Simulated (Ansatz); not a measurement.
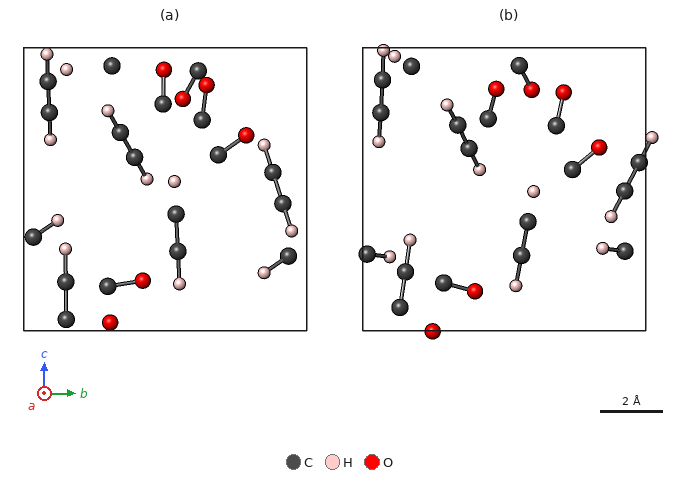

The structure of an amorphous cell of composition H2C3O before (left) and after (right) a relaxation, at one scale.

A ball-and-stick model of the cell of the calculation, seen along the a axis.

The cell holds 6 C2H2 + 6 CO. The run prepares the start of a later molecular dynamics calculation, from a guessed geometry.

The calculation used Ansatz, DFT LDA, scalar-relativistic, plane waves, PAW.

Input file:
```yaml
accuracy: low
crystal:
  lattice:
    - [9.157714, 0.0, 0.0]
    - [0.0, 9.157714, 0.0]
    - [0.0, 0.0, 9.157714]
  atoms:
    - { symbol: C, position: [0.8795315, 0.1489384, 0.1720405] }
    - { symbol: C, position: [0.8845209, 0.1503685, 0.0393402] }
    - { symbol: H, position: [0.8888938, 0.1516219, -0.0769656] }
    - { symbol: H, position: [0.8751586, 0.147685, 0.2883463] }
    - { symbol: C, position: [0.6425955, 0.9360195, 0.2633482] }
    - { symbol: C, position: [0.5834807, 1.0341035, 0.3305886] }
    - { symbol: H, position: [0.5316692, 1.1200697, 0.3895218] }
    - { symbol: H, position: [0.694407, 0.8500533, 0.204415] }
    - { symbol: C, position: [0.8680285, 0.9164428, 0.448863] }
    - { symbol: C, position: [0.8030964, 0.8811053, 0.559187] }
    - { symbol: H, position: [0.7461863, 0.8501336, 0.655881] }
    - { symbol: H, position: [0.9249386, 0.9474145, 0.352169] }
    - { symbol: C, position: [0.2431423, 0.090644, 0.7712006] }
    - { symbol: C, position: [0.3179527, 0.0861712, 0.880835] }
    - { symbol: H, position: [0.3835207, 0.0822509, 0.9769246] }
    - { symbol: H, position: [0.1775744, 0.0945642, 0.675111] }
    - { symbol: C, position: [0.9059846, 0.3417884, 0.7003215] }
    - { symbol: C, position: [0.8198645, 0.3919867, 0.6125732] }
    - { symbol: H, position: [0.7443841, 0.4359832, 0.5356658] }
    - { symbol: H, position: [0.981465, 0.2977919, 0.777229] }
    - { symbol: C, position: [0.991494, 0.5386966, 0.4118227] }
    - { symbol: C, position: [0.9744409, 0.545176, 0.2802799] }
    - { symbol: H, position: [0.9594945, 0.550855, 0.1649885] }
    - { symbol: H, position: [1.0064403, 0.5330176, 0.527114] }
    - { symbol: O, position: [0.2826203, 0.4955366, 0.9220315] }
    - { symbol: C, position: [0.3169019, 0.4928464, 0.8012156] }
    - { symbol: O, position: [0.2305752, 0.4209586, 0.1765281] }
    - { symbol: C, position: [0.2410209, 0.2974141, 0.156364] }
    - { symbol: O, position: [0.7364002, 0.5626531, 0.8191052] }
    - { symbol: C, position: [0.7908414, 0.6173078, 0.9182414] }
    - { symbol: O, position: [0.5900717, 0.3056762, 1.0284074] }
    - { symbol: C, position: [0.6747939, 0.3121203, 0.9358895] }
    - { symbol: O, position: [0.0655754, 0.6465839, 0.8679287] }
    - { symbol: C, position: [0.0476665, 0.63087, 0.7445946] }
    - { symbol: O, position: [0.5332728, 0.7867084, 0.6904472] }
    - { symbol: C, position: [0.4965392, 0.6883991, 0.6214191] }
basis:
  ecutwfc: 420.0
kpoints:
  mp_grid: { grid: [1, 1, 1] }
hamiltonian:
  xc: lda
scf:
  occupations: { method: fermi_dirac, width: 0.02 }
  lower_state_search: "off"
relax:
  f_tol: 0.3
  max_steps: 15
  adjacent_minimum: "off"
output:
  write_density: true
  write_potential: true
  elf: true
  volumetric_format: npy
```

Launched with:
```bash
ansatz run input.yaml --threads 1 --pin off --max-ram 3072MiB --backend cpu --events-out ev --progress --plain --runs-dir out
```

**Describe what moved and what it gained.**

The relaxation stopped without meeting its thresholds, so the last structure isn't shown to be converged. It used up its limit of 15 steps. The atom that moves furthest is H11 (1.68 Å roughly along [1 3 0]). Largest moves by element: H 1.68 Å, C 1.30 Å, O 1.05 Å. The lattice vectors keep their values. Some distances before and after: O25–C26 1.150 → 1.128 Å, C10–H11 1.066 → 1.082 Å, C13–C14 1.216 → 1.204 Å, C1–C2 1.216 → 1.206 Å. After 13 accepted moves (14 points after the start) the energy has fallen by 58.6 meV per atom. Largest force component: 2.9 eV/Å at the start, 0.5 eV/Å at the end. The line search rejected the trial step at point 8 of the run. The forces were under the threshold at step 9, but the run went on from there. Cost: 58 s on 1 thread of Arm Neoverse V2, on a shared host, peak memory 0.53 GiB.

Limits of the set-up: the program's low-accuracy preset was used.
